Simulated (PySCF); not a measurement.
# C₄H₁₂BFSi₂ (SMILES CC1(B[SiH2]F)C[SiH2]C1): what the fields show

The calculation's input:

```
{"job": {"kind": "nmr", "xc": "PBE0", "basis": "pcSseg-1"}, "charge": 0, "multiplicity": 1}
C     -0.014389    -1.207125     1.092167
C     -0.203724    -0.415567    -0.192377
B      1.032322     0.074548    -0.994885
Si     2.738370     0.432178    -0.114389
F      3.711159     1.281660    -1.107711
C     -1.467474    -0.905895    -0.951239
Si    -2.411371     0.684902    -0.510546
C     -0.646011     1.067540     0.119264
H      0.782095    -0.785289     1.702413
H     -0.933489    -1.214163     1.678743
H      0.249374    -2.238380     0.861939
H      0.880509     0.287252    -2.141944
H      3.589402    -0.719426     0.212369
H      2.740092     1.301015     1.071854
H     -1.857831    -1.844095    -0.562299
H     -1.284151    -1.052228    -2.013778
H     -3.400886     0.575926     0.562848
H     -2.896012     1.532559    -1.599348
H     -0.483282     1.341878     1.158401
H     -0.129852     1.813387    -0.491486
```

Launched as:

```sh
OMP_NUM_THREADS=1 python probes_run.py task.json out
```

Geometry: GFN2-xTB.

Computed with PBE0/pcSseg-1, SCF density, gas phase, non-relativistic (PySCF 2.14.0).

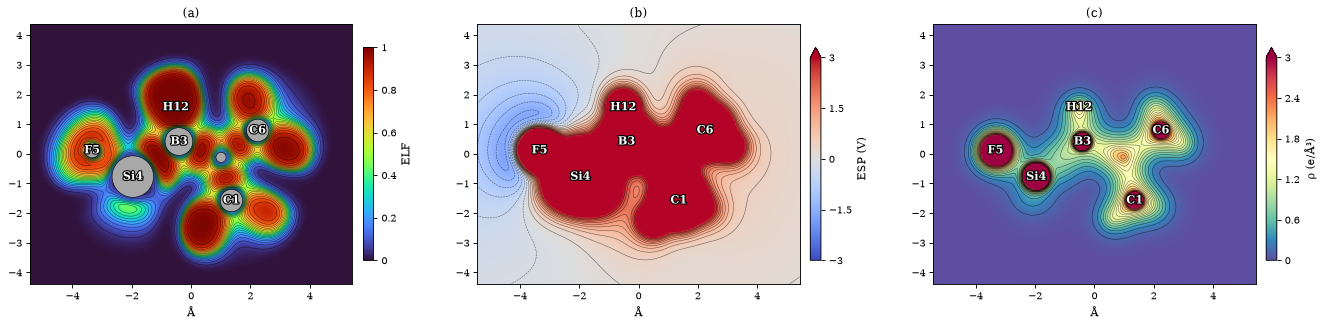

Figure 1. (a) electron localisation function; (b) molecular electrostatic potential; (c) electron density on the plane of atoms B3, Si4 and F5. Grey discs cover the atomic cores in the ELF map.

**What do the fields say about this system?**

- Atoms in the plane: C, B, Si, F and H.
- Si–F (1.63 Å): the density is about 1 e/Å³ at the midpoint; the ELF peaks at about 0.85 in the valence shell of F, 0.6 Å from its nucleus, and is about 0.50 at the midpoint.
- Si–B (1.95 Å): the density is about 0.87 e/Å³ at the midpoint; the ELF peaks at about 1 between the atoms (a covalent bond).
- The ELF also peaks beside F5, away from the bonds: lone-pair regions.
- Outside the dense part of the molecule the potential is most negative (−1.7 V) near F5.

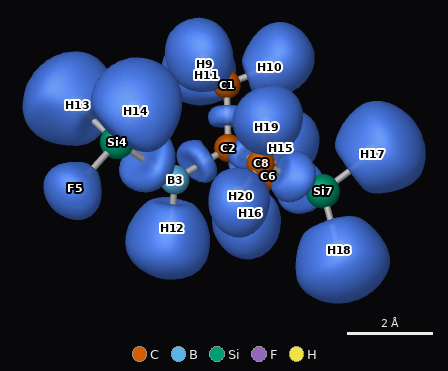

Figure 2. Isosurface of the ELF at 0.8 (blue), seen at a tilt. Core shells and regions of very low density are left out.

**What do the ELF domains correspond to?**

At this value the surface marks out one region between bonded B–C atoms (shared pairs), one region between bonded B–Si atoms (shared pairs), three regions between bonded C–C atoms (shared pairs), two regions between bonded C–Si atoms (shared pairs), twelve regions around hydrogen nuclei and one region wrapped around F (its lone pairs, merged into a ring or cap). Profiles from the grid: C–C (1.52 Å): the ELF peaks at about 0.95 between the atoms; a shared electron pair. C–B (1.55 Å): the ELF peaks at about 0.95 between the atoms: a covalent bond.

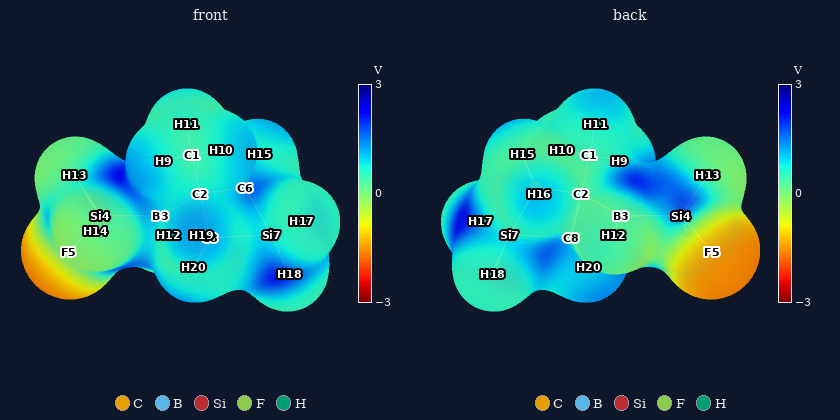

Figure 3. The electrostatic potential painted on the density surface at 0.004 e/bohr³, seen from the front and from behind; the colour scale runs from red (negative) to blue (positive).

**Where is the surface potential most negative and most positive?**

The most negative region (about −1.6 V) lies over F5, the most positive (about +2.3 V) over Si4 and Si7.
